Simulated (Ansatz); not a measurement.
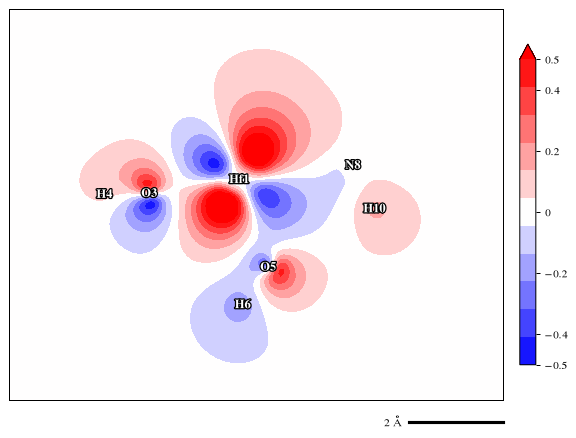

*Cl2H5HfNO2. The LUMO on the plane of atoms Hf1, N8 and H10 (values in Å⁻³ᐟ²; the overall sign is arbitrary).*

Core potentials replace the inner electrons of Hf.

These are results of RKS PBE/def2-SVP in Ansatz 0.2.0, not measurements.

Input

```
crystal:
  periodic: [false, false, false]
  atoms:
    - { symbol: Hf, position_ang: [0.005384, -0.256371, 0.005951] }
    - { symbol: Cl, position_ang: [0.334949, -0.296906, 2.470151] }
    - { symbol: O, position_ang: [1.759551, -0.126952, -0.720224] }
    - { symbol: H, position_ang: [2.65612, -0.131682, -1.080062] }
    - { symbol: O, position_ang: [-0.970646, 1.29212, -0.580988] }
    - { symbol: H, position_ang: [-1.140325, 2.114385, -1.060814] }
    - { symbol: Cl, position_ang: [-0.90316, -2.243082, -0.943581] }
    - { symbol: "N", position_ang: [-3.029647, -0.489133, 1.535281] }
    - { symbol: H, position_ang: [-2.995866, -1.331065, 0.944756] }
    - { symbol: H, position_ang: [-2.993343, 0.348952, 0.93995] }
    - { symbol: H, position_ang: [-2.214217, -0.485466, 2.183781] }
basis:
  gaussian: { orbitals: def2-SVP }
hamiltonian:
  xc: pbe
relax:
  f_tol: 0.03
  max_steps: 50
output:
  orbitals: {}
```

Command:

```sh
ansatz run input.yaml --threads 4 --pin off --max-ram 5120MiB --backend cpu --events-out ev --progress --plain --runs-dir out
```

The fields are those of the run's last geometry, not of the input's.

**Where does this orbital lie, and at what energy?**

It lies mainly on Hf1 (about 65 %), O3 (about 5 %), Cl2 (about 5 %), Cl7 (about 5 %) and O5 (about 5 %). Its energy is −1.00 eV.
